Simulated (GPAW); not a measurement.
## Run report: GaH2, molecular dynamics

- system: GaH2, multiplicity 2, SMILES [GaH2]
- method: RPBE/sz(dzp), UKS, scalar-relativistic datasets (GPAW 26.7.0)

The geometry comes from this level: GFN2-xTB.

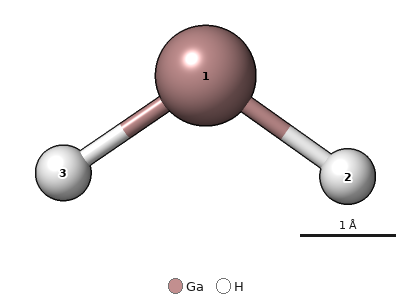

Figure 1. The starting structure (ball-and-stick view, seen on its broad side; atoms are numbered from 1 in the order of the input). Sticks mark near contacts. Bond lengths as drawn: Ga–H 1.83 to 1.84 Å.

## Key numbers

- outcome: finished
- mean temperature over the second half: 160 K
- trajectory: 51 frames kept, 50 fs
- basis functions (step not recorded): 6
- hardware: 1 thread of Intel Xeon @ 2.60GHz (Ice Lake), 24 GiB of memory available, shared host
- wall time: 7.1 min
- peak memory: 0.77 GiB

So short a trajectory is not equilibrated.

## Input file (run.py)
```python
import numpy as np
from ase import Atoms, units
from ase.md.nvtberendsen import NVTBerendsen
from ase.md.velocitydistribution import MaxwellBoltzmannDistribution, Stationary, ZeroRotation
from ase.units import Bohr
from gpaw import GPAW

positions_bohr = np.array(
              [[ -1.030449,   0.602879,  -0.572965],
               [  1.527088,   2.222148,   1.111499],
               [ -0.496639,  -2.825046,  -0.538534]])
atoms = Atoms('GaHH', positions=positions_bohr * Bohr)
atoms.set_cell([12.0, 12.0, 12.0])
atoms.center()
atoms.set_initial_magnetic_moments([1 / len(atoms)] * len(atoms))

dft = GPAW(mode='lcao',
           basis='sz(dzp)',
           h=0.2,
           xc='RPBE',
           occupations={'name': 'fermi-dirac', 'width': 0.0, 'fixmagmom': True},
           maxiter=100,
           symmetry='off',
           txt='gs.txt')
atoms.calc = dft

rng = np.random.default_rng(803)
MaxwellBoltzmannDistribution(atoms, temperature_K=300, rng=rng)
Stationary(atoms)
ZeroRotation(atoms)
dyn = NVTBerendsen(atoms, timestep=1.0 * units.fs, temperature_K=300, taut=50 * units.fs, trajectory='md.traj', logfile='-')
dyn.run(50)
```

Command:
```bash
OMP_NUM_THREADS=1 python run.py
```

## The program's output
```
DeprecationWarning: Use thermalize_momenta
Time[ps]      Etot[eV]     Epot[eV]     Ekin[eV]    T[K]
0.0000          -5.7592      -5.7920       0.0328    84.5
0.0010          -5.7577      -5.8020       0.0443   114.2
0.0020          -5.7564      -5.8105       0.0540   139.3
0.0030          -5.7554      -5.8152       0.0597   154.1
0.0040          -5.7541      -5.8144       0.0603   155.4
0.0050          -5.7528      -5.8094       0.0566   146.0
0.0060          -5.7516      -5.8026       0.0509   131.4
0.0070          -5.7500      -5.7973       0.0473   121.9
0.0080          -5.7486      -5.7966       0.0480   123.8
0.0090          -5.7473      -5.7996       0.0523   134.8
0.0100          -5.7464      -5.8034       0.0571   147.2
0.0110          -5.7450      -5.8050       0.0600   154.6
0.0120          -5.7438      -5.8046       0.0608   156.8
0.0130          -5.7426      -5.8033       0.0607   156.5
0.0140          -5.7415      -5.8023       0.0609   156.9
0.0150          -5.7404      -5.8017       0.0613   158.2
0.0160          -5.7394      -5.8003       0.0608   156.9
0.0170          -5.7382      -5.7958       0.0576   148.6
0.0180          -5.7370      -5.7887       0.0517   133.2
0.0190          -5.7355      -5.7797       0.0442   114.0
0.0200          -5.7339      -5.7708       0.0369    95.1
0.0210          -5.7321      -5.7636       0.0315    81.1
0.0220          -5.7304      -5.7595       0.0290    74.9
0.0230          -5.7287      -5.7587       0.0300    77.3
0.0240          -5.7271      -5.7610       0.0340    87.6
0.0250          -5.7254      -5.7656       0.0402   103.7
0.0260          -5.7239      -5.7718       0.0479   123.5
0.0270          -5.7224      -5.7788       0.0564   145.5
0.0280          -5.7212      -5.7871       0.0659   170.0
0.0290          -5.7203      -5.7964       0.0761   196.2
0.0300          -5.7197      -5.8043       0.0846   218.1
0.0310          -5.7195      -5.8072       0.0877   226.1
0.0320          -5.7188      -5.8014       0.0826   213.0
0.0330          -5.7177      -5.7878       0.0701   180.7
0.0340          -5.7162      -5.7721       0.0558   143.9
0.0350          -5.7145      -5.7634       0.0489   126.2
0.0360          -5.7135      -5.7685       0.0550   141.8
0.0370          -5.7130      -5.7848       0.0718   185.0
0.0380          -5.7126      -5.8039       0.0912   235.2
0.0390          -5.7125      -5.8166       0.1041   268.5
0.0400          -5.7126      -5.8179       0.1054   271.7
0.0410          -5.7122      -5.8075       0.0953   245.7
0.0420          -5.7115      -5.7895       0.0780   201.2
0.0430          -5.7104      -5.7686       0.0582   150.0
0.0440          -5.7091      -5.7491       0.0400   103.1
0.0450          -5.7074      -5.7340       0.0265    68.4
0.0460          -5.7055      -5.7251       0.0196    50.5
0.0470          -5.7036      -5.7236       0.0199    51.4
0.0480          -5.7017      -5.7294       0.0277    71.4
0.0490          -5.7001      -5.7425       0.0424   109.4
0.0500          -5.6987      -5.7614       0.0626   161.5
```

## Trajectory as extended XYZ (Å, eV, eV/Å), 51 frames, from step=0 to step=50
```
3
Properties=species:S:1:pos:R:3:forces:R:3 step=0 time_fs=0.0 energy=-5.79201 temperature=84.5
Ga    5.3233    6.4786    5.5543    0.5988  -0.3659   0.3360
H     6.6767    7.3354    6.4457   -0.4147  -0.1189  -0.2595
H     5.6058    4.6646    5.5725   -0.1820   0.4777  -0.0765
3
Properties=species:S:1:pos:R:3:forces:R:3 step=1 time_fs=1.0 energy=-5.80201 temperature=114.2
Ga    5.3237    6.4787    5.5545    0.4694  -0.4845   0.2476
H     6.6553    7.3272    6.4320   -0.2911  -0.0442  -0.1750
H     5.6025    4.6601    5.5701   -0.1826   0.5189  -0.0748
3
Properties=species:S:1:pos:R:3:forces:R:3 step=2 time_fs=2.0 energy=-5.81046 temperature=139.3
Ga    5.3241    6.4789    5.5548    0.3010  -0.5961   0.1363
H     6.6307    7.3185    6.4165   -0.1173   0.0508  -0.0727
H     5.5973    4.6606    5.5669   -0.1747   0.5337  -0.0718
3
Properties=species:S:1:pos:R:3:forces:R:3 step=3 time_fs=3.0 energy=-5.81517 temperature=154.1
Ga    5.3246    6.4789    5.5551    0.0994  -0.6945   0.0059
H     6.6047    7.3103    6.4001    0.0649   0.1601   0.0539
H     5.5904    4.6663    5.5631   -0.1609   0.5198  -0.0648
3
Properties=species:S:1:pos:R:3:forces:R:3 step=4 time_fs=4.0 energy=-5.81437 temperature=155.4
Ga    5.3251    6.4788    5.5554   -0.1224  -0.7684  -0.1347
H     6.5790    7.3035    6.3840    0.2685   0.2863   0.1884
H     5.5819    4.6771    5.5586   -0.1470   0.4797  -0.0542
3
Properties=species:S:1:pos:R:3:forces:R:3 step=5 time_fs=5.0 energy=-5.80944 temperature=146.0
Ga    5.3255    6.4787    5.5557   -0.3424  -0.7988  -0.2706
H     6.5557    7.2994    6.3697    0.4581   0.4106   0.3061
H     5.5719    4.6926    5.5535   -0.1306   0.3989  -0.0426
3
Properties=species:S:1:pos:R:3:forces:R:3 step=6 time_fs=6.0 energy=-5.80258 temperature=131.4
Ga    5.3260    6.4784    5.5559   -0.5312  -0.7619  -0.3818
H     6.5366    7.2992    6.3581    0.6337   0.5081   0.4137
H     5.5606    4.7120    5.5480   -0.0998   0.2502  -0.0303
3
Properties=species:S:1:pos:R:3:forces:R:3 step=7 time_fs=7.0 energy=-5.79728 temperature=121.9
Ga    5.3264    6.4780    5.5561   -0.6572  -0.6356  -0.4472
H     6.5233    7.3039    6.3504    0.7202   0.5532   0.4814
H     5.5482    4.7342    5.5421   -0.0521   0.0750  -0.0258
3
Properties=species:S:1:pos:R:3:forces:R:3 step=8 time_fs=8.0 energy=-5.79660 temperature=123.8
Ga    5.3266    6.4775    5.5563   -0.7001  -0.4101  -0.4538
H     6.5168    7.3140    6.3472    0.7171   0.5459   0.4829
H     5.5350    4.7574    5.5358   -0.0124  -0.1359  -0.0185
3
Properties=species:S:1:pos:R:3:forces:R:3 step=9 time_fs=9.0 energy=-5.79958 temperature=134.8
Ga    5.3268    6.4770    5.5563   -0.6575  -0.0991  -0.4014
H     6.5171    7.3295    6.3485    0.6297   0.4758   0.4229
H     5.5216    4.7796    5.5293    0.0325  -0.3728  -0.0048
3
Properties=species:S:1:pos:R:3:forces:R:3 step=10 time_fs=10.0 energy=-5.80343 temperature=147.2
Ga    5.3269    6.4764    5.5564   -0.5463   0.2569  -0.3035
H     6.5234    7.3498    6.3539    0.4651   0.3325   0.3116
H     5.5082    4.7985    5.5226    0.0704  -0.5953  -0.0051
3
Properties=species:S:1:pos:R:3:forces:R:3 step=11 time_fs=11.0 energy=-5.80496 temperature=154.6
Ga    5.3270    6.4759    5.5563   -0.3954   0.6004  -0.1827
H     6.5343    7.3736    6.3624    0.2901   0.1734   0.1823
H     5.4955    4.8119    5.5157    0.1085  -0.7782  -0.0055
3
Properties=species:S:1:pos:R:3:forces:R:3 step=12 time_fs=12.0 energy=-5.80462 temperature=156.8
Ga    5.3269    6.4754    5.5563   -0.2327   0.8719  -0.0611
H     6.5481    7.3992    6.3726    0.1051   0.0152   0.0570
H     5.4836    4.8179    5.5087    0.1352  -0.8802   0.0041
3
Properties=species:S:1:pos:R:3:forces:R:3 step=13 time_fs=13.0 energy=-5.80328 temperature=156.5
Ga    5.3269    6.4751    5.5562   -0.0791   1.0300   0.0454
H     6.5630    7.4252    6.3836   -0.0743  -0.1437  -0.0520
H     5.4729    4.8155    5.5018    0.1475  -0.8836   0.0129
3
Properties=species:S:1:pos:R:3:forces:R:3 step=14 time_fs=14.0 energy=-5.80233 temperature=156.9
Ga    5.3268    6.4749    5.5562    0.0518   1.0613   0.1274
H     6.5774    7.4500    6.3941   -0.2082  -0.2760  -0.1415
H     5.4636    4.8046    5.4948    0.1540  -0.7888   0.0267
3
Properties=species:S:1:pos:R:3:forces:R:3 step=15 time_fs=15.0 energy=-5.80175 temperature=158.2
Ga    5.3267    6.4748    5.5561    0.1546   0.9800   0.1825
H     6.5898    7.4724    6.4033   -0.2977  -0.3726  -0.2135
H     5.4556    4.7860    5.4880    0.1452  -0.6144   0.0361
3
Properties=species:S:1:pos:R:3:forces:R:3 step=16 time_fs=16.0 energy=-5.80027 temperature=156.9
Ga    5.3267    6.4749    5.5561    0.2278   0.8187   0.2126
H     6.5996    7.4914    6.4105   -0.3642  -0.4375  -0.2620
H     5.4490    4.7614    5.4815    0.1399  -0.3885   0.0574
3
Properties=species:S:1:pos:R:3:forces:R:3 step=17 time_fs=17.0 energy=-5.79582 temperature=148.6
Ga    5.3267    6.4751    5.5562    0.2728   0.6138   0.2220
H     6.6058    7.5065    6.4153   -0.4006  -0.4867  -0.2885
H     5.4437    4.7328    5.4755    0.1327  -0.1279   0.0650
3
Properties=species:S:1:pos:R:3:forces:R:3 step=18 time_fs=18.0 energy=-5.78866 temperature=133.2
Ga    5.3267    6.4754    5.5562    0.2918   0.3965   0.2145
H     6.6083    7.5170    6.4173   -0.4064  -0.5003  -0.2886
H     5.4395    4.7027    5.4700    0.1239   0.1029   0.0706
3
Properties=species:S:1:pos:R:3:forces:R:3 step=19 time_fs=19.0 energy=-5.77969 temperature=114.0
Ga    5.3268    6.4757    5.5563    0.2871   0.1862   0.1933
H     6.6069    7.5228    6.4165   -0.3926  -0.4942  -0.2783
H     5.4365    4.6732    5.4652    0.1100   0.3105   0.0868
3
Properties=species:S:1:pos:R:3:forces:R:3 step=20 time_fs=20.0 energy=-5.77081 temperature=95.1
Ga    5.3269    6.4761    5.5564    0.2600  -0.0079   0.1600
H     6.6016    7.5239    6.4131   -0.3555  -0.4695  -0.2549
H     5.4345    4.6463    5.4611    0.0953   0.4831   0.1028
3
Properties=species:S:1:pos:R:3:forces:R:3 step=21 time_fs=21.0 energy=-5.76360 temperature=81.1
Ga    5.3270    6.4765    5.5565    0.2107  -0.1839   0.1149
H     6.5928    7.5205    6.4071   -0.2972  -0.4324  -0.2178
H     5.4333    4.6234    5.4578    0.0944   0.6141   0.1019
3
Properties=species:S:1:pos:R:3:forces:R:3 step=22 time_fs=22.0 energy=-5.75947 temperature=74.9
Ga    5.3272    6.4768    5.5567    0.1385  -0.3443   0.0575
H     6.5809    7.5129    6.3989   -0.2221  -0.3752  -0.1647
H     5.4330    4.6059    5.4555    0.0956   0.7098   0.1091
3
Properties=species:S:1:pos:R:3:forces:R:3 step=23 time_fs=23.0 energy=-5.75870 temperature=77.3
Ga    5.3274    6.4772    5.5568    0.0424  -0.4920  -0.0132
H     6.5664    7.5014    6.3887   -0.1257  -0.2961  -0.0980
H     5.4336    4.5947    5.4542    0.0928   0.7881   0.1145
3
Properties=species:S:1:pos:R:3:forces:R:3 step=24 time_fs=24.0 energy=-5.76102 temperature=87.6
Ga    5.3276    6.4774    5.5570   -0.0770  -0.6272  -0.0969
H     6.5502    7.4866    6.3774   -0.0039  -0.1961  -0.0212
H     5.4351    4.5909    5.4539    0.0922   0.8275   0.1178
3
Properties=species:S:1:pos:R:3:forces:R:3 step=25 time_fs=25.0 energy=-5.76560 temperature=103.7
Ga    5.3278    6.4776    5.5572   -0.2156  -0.7454  -0.1905
H     6.5336    7.4697    6.3655    0.1412  -0.0879   0.0709
H     5.4375    4.5951    5.4548    0.0886   0.8301   0.1162
3
Properties=species:S:1:pos:R:3:forces:R:3 step=26 time_fs=26.0 energy=-5.77177 temperature=123.5
Ga    5.3280    6.4777    5.5573   -0.3642  -0.8348  -0.2873
H     6.5180    7.4515    6.3542    0.2779   0.0363   0.1718
H     5.4407    4.6073    5.4568    0.0856   0.7923   0.1113
3
Properties=species:S:1:pos:R:3:forces:R:3 step=27 time_fs=27.0 energy=-5.77882 temperature=145.5
Ga    5.3281    6.4777    5.5574   -0.5082  -0.8760  -0.3769
H     6.5049    7.4335    6.3443    0.4265   0.1678   0.2761
H     5.4448    4.6273    5.4599    0.0827   0.7168   0.1097
3
Properties=species:S:1:pos:R:3:forces:R:3 step=28 time_fs=28.0 energy=-5.78711 temperature=170.0
Ga    5.3282    6.4775    5.5574   -0.6278  -0.8433  -0.4451
H     6.4957    7.4169    6.3370    0.5508   0.2621   0.3557
H     5.4497    4.6545    5.4641    0.0801   0.5874   0.1078
3
Properties=species:S:1:pos:R:3:forces:R:3 step=29 time_fs=29.0 energy=-5.79635 temperature=196.2
Ga    5.3282    6.4772    5.5574   -0.7032  -0.7100  -0.4778
H     6.4917    7.4026    6.3330    0.6252   0.3243   0.3978
H     5.4555    4.6875    5.4693    0.0786   0.3891   0.0737
3
Properties=species:S:1:pos:R:3:forces:R:3 step=30 time_fs=30.0 energy=-5.80426 temperature=218.1
Ga    5.3280    6.4769    5.5573   -0.7204  -0.4590  -0.4647
H     6.4937    7.3914    6.3327    0.6353   0.3505   0.4062
H     5.4620    4.7243    5.4753    0.0810   0.1112   0.0609
3
Properties=species:S:1:pos:R:3:forces:R:3 step=31 time_fs=31.0 energy=-5.80717 temperature=226.1
Ga    5.3278    6.4764    5.5572   -0.6762  -0.0944  -0.4044
H     6.5018    7.3835    6.3364    0.5746   0.3204   0.3736
H     5.4693    4.7624    5.4818    0.0959  -0.2398   0.0411
3
Properties=species:S:1:pos:R:3:forces:R:3 step=32 time_fs=32.0 energy=-5.80137 temperature=213.0
Ga    5.3275    6.4760    5.5570   -0.5800   0.3482  -0.3054
H     6.5154    7.3786    6.3437    0.4592   0.2568   0.2961
H     5.4776    4.7983    5.4888    0.1180  -0.6111   0.0149
3
Properties=species:S:1:pos:R:3:forces:R:3 step=33 time_fs=33.0 energy=-5.78777 temperature=180.7
Ga    5.3271    6.4756    5.5567   -0.4485   0.8032  -0.1842
H     6.5336    7.3763    6.3537    0.3119   0.1704   0.1933
H     5.4871    4.8286    5.4959    0.1408  -0.9734  -0.0081
3
Properties=species:S:1:pos:R:3:forces:R:3 step=34 time_fs=34.0 energy=-5.77206 temperature=143.9
Ga    5.3266    6.4753    5.5565   -0.2986   1.1829  -0.0588
H     6.5548    7.3755    6.3657    0.1405   0.0796   0.0904
H     5.4979    4.8497    5.5029    0.1561  -1.2624  -0.0308
3
Properties=species:S:1:pos:R:3:forces:R:3 step=35 time_fs=35.0 energy=-5.76341 temperature=126.2
Ga    5.3261    6.4752    5.5562   -0.1416   1.4037   0.0558
H     6.5776    7.3755    6.3788   -0.0140  -0.0119  -0.0083
H     5.5104    4.8588    5.5098    0.1627  -1.3941  -0.0369
3
Properties=species:S:1:pos:R:3:forces:R:3 step=36 time_fs=36.0 energy=-5.76850 temperature=141.8
Ga    5.3256    6.4752    5.5559    0.0157   1.4199   0.1511
H     6.6006    7.3754    6.3918   -0.1573  -0.0880  -0.0981
H     5.5246    4.8547    5.5163    0.1492  -1.3302  -0.0420
3
Properties=species:S:1:pos:R:3:forces:R:3 step=37 time_fs=37.0 energy=-5.78476 temperature=185.0
Ga    5.3250    6.4755    5.5556    0.1676   1.2432   0.2241
H     6.6223    7.3745    6.4040   -0.2796  -0.1446  -0.1787
H     5.5404    4.8377    5.5225    0.1144  -1.0918  -0.0480
3
Properties=species:S:1:pos:R:3:forces:R:3 step=38 time_fs=38.0 energy=-5.80385 temperature=235.2
Ga    5.3245    6.4759    5.5554    0.3062   0.9341   0.2757
H     6.6414    7.3721    6.4146   -0.3574  -0.1844  -0.2313
H     5.5574    4.8101    5.5282    0.0494  -0.7652  -0.0368
3
Properties=species:S:1:pos:R:3:forces:R:3 step=39 time_fs=39.0 energy=-5.81660 temperature=268.5
Ga    5.3240    6.4765    5.5552    0.4238   0.5675   0.3086
H     6.6572    7.3680    6.4230   -0.4159  -0.1949  -0.2593
H     5.5749    4.7752    5.5336   -0.0154  -0.3868  -0.0378
3
Properties=species:S:1:pos:R:3:forces:R:3 step=40 time_fs=40.0 energy=-5.81792 temperature=271.7
Ga    5.3236    6.4771    5.5550    0.5149   0.2041   0.3256
H     6.6690    7.3621    6.4289   -0.4379  -0.1918  -0.2722
H     5.5923    4.7365    5.5386   -0.0730  -0.0132  -0.0379
3
Properties=species:S:1:pos:R:3:forces:R:3 step=41 time_fs=41.0 energy=-5.80746 temperature=245.7
Ga    5.3233    6.4778    5.5549    0.5760  -0.1197   0.3285
H     6.6767    7.3544    6.4321   -0.4385  -0.1700  -0.2685
H     5.6089    4.6977    5.5432   -0.1367   0.2881  -0.0464
3
Properties=species:S:1:pos:R:3:forces:R:3 step=42 time_fs=42.0 energy=-5.78948 temperature=201.2
Ga    5.3230    6.4785    5.5549    0.6067  -0.3910   0.3187
H     6.6801    7.3450    6.4328   -0.4163  -0.1295  -0.2508
H     5.6244    4.6615    5.5474   -0.1920   0.5155  -0.0560
3
Properties=species:S:1:pos:R:3:forces:R:3 step=43 time_fs=43.0 energy=-5.76859 temperature=150.0
Ga    5.3228    6.4791    5.5548    0.6080  -0.6116   0.2964
H     6.6796    7.3343    6.4309   -0.3752  -0.0829  -0.2246
H     5.6380    4.6302    5.5509   -0.2290   0.6965  -0.0636
3
Properties=species:S:1:pos:R:3:forces:R:3 step=44 time_fs=44.0 energy=-5.74910 temperature=103.1
Ga    5.3227    6.4796    5.5549    0.5819  -0.7890   0.2623
H     6.6754    7.3227    6.4269   -0.3221  -0.0343  -0.1836
H     5.6496    4.6052    5.5539   -0.2608   0.8280  -0.0668
3
Properties=species:S:1:pos:R:3:forces:R:3 step=45 time_fs=45.0 energy=-5.73397 temperature=68.4
Ga    5.3227    6.4800    5.5549    0.5301  -0.9320   0.2166
H     6.6681    7.3106    6.4210   -0.2504   0.0205  -0.1367
H     5.6589    4.5877    5.5562   -0.2910   0.9143  -0.0761
3
Properties=species:S:1:pos:R:3:forces:R:3 step=46 time_fs=46.0 energy=-5.72514 temperature=50.5
Ga    5.3227    6.4803    5.5550    0.4545  -1.0467   0.1600
H     6.6581    7.2982    6.4135   -0.1579   0.0871  -0.0759
H     5.6657    4.5786    5.5579   -0.3043   0.9557  -0.0814
3
Properties=species:S:1:pos:R:3:forces:R:3 step=47 time_fs=47.0 energy=-5.72356 temperature=51.4
Ga    5.3228    6.4805    5.5551    0.3576  -1.1350   0.0938
H     6.6461    7.2861    6.4050   -0.0429   0.1576  -0.0112
H     5.6698    4.5783    5.5588   -0.3115   0.9672  -0.0841
3
Properties=species:S:1:pos:R:3:forces:R:3 step=48 time_fs=48.0 energy=-5.72943 temperature=71.4
Ga    5.3230    6.4805    5.5552    0.2455  -1.1906   0.0222
H     6.6331    7.2750    6.3959    0.0778   0.2376   0.0653
H     5.6711    4.5876    5.5589   -0.3180   0.9497  -0.0844
3
Properties=species:S:1:pos:R:3:forces:R:3 step=49 time_fs=49.0 energy=-5.74249 temperature=109.4
Ga    5.3232    6.4804    5.5554    0.1285  -1.1993  -0.0474
H     6.6205    7.2659    6.3872    0.1841   0.3092   0.1391
H     5.6694    4.6064    5.5583   -0.3155   0.8800  -0.0892
3
Properties=species:S:1:pos:R:3:forces:R:3 step=50 time_fs=50.0 energy=-5.76137 temperature=161.5
Ga    5.3234    6.4801    5.5555    0.0186  -1.1418  -0.1056
H     6.6094    7.2597    6.3796    0.2709   0.3725   0.1936
H     5.6645    4.6341    5.5567   -0.2891   0.7639  -0.0895
```

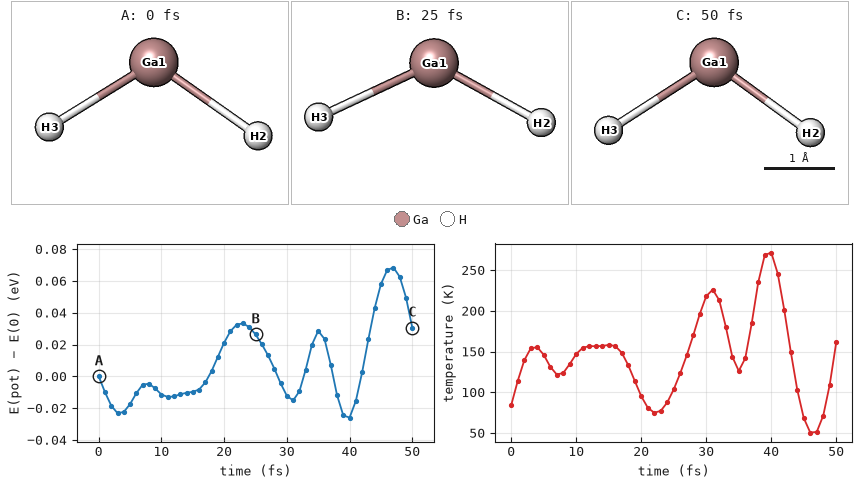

Figure 2. Frames of the molecular dynamics (ball-and-stick, seen at a tilt) above the curves, on which the letters mark them. The trajectory kept here has 51 frames over 50 fs. The temperature starts at 85 K, ranges from 51 to 272 K and averages 160 K over the second half. The potential energy ends 0.031 eV above its first value. After an unweighted best fit of the last frame on the first, the root-mean-square displacement is 0.06 Å.
